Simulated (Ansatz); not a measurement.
System YRe₃ (space group Pm-3m, No. 221); source of the atomic positions: the input geometry of an electronic-structure calculation (not necessarily at equilibrium); the starting structure was generated, so it need not be a known form of this composition.

Space group Pm-3m (No. 221). a = 4.191 Å, b = 4.191 Å, c = 4.191 Å, α = 90.00°, β = 90.00°, γ = 90.00°
```
atom  site  symmetry       x       y       z
   Y    1a      m-3m  0.0000  0.0000  0.0000
  Re    3c    4/mm.m  0.0000  0.5000  0.5000
```

Bonds are taken as Re–Re below 3.3 Å; Y is left out of the net, as the electropositive filling of the structure; no other contact counts. The graph is simplified in the usual way: terminal and isolated atoms are pruned, two-connected atoms become edges.

Derive the underlying net.

The result is a uninodal 8-connected, three-periodic net: Re is an 8-connected node. It is the reo net, known from the oxygen array of ReO3. It is a single net, without interpenetration.

| node | links | point symbol | coordination sequence |
| --- | --- | --- | --- |
| Re | 8 | 3⁸·4⁸·5⁸·6⁴ | 8 30 68 126 180 286 348 510 |

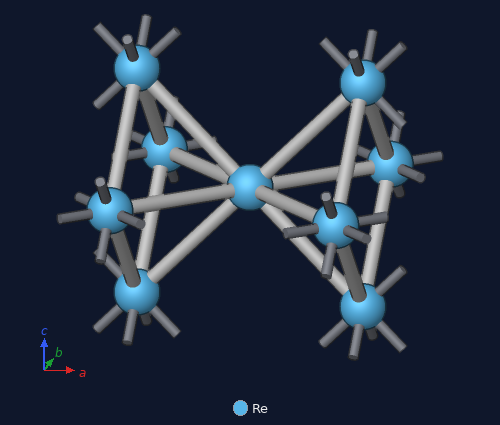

Nodes are coloured by topological kind. Edges to nodes outside the piece are drawn as stubs.
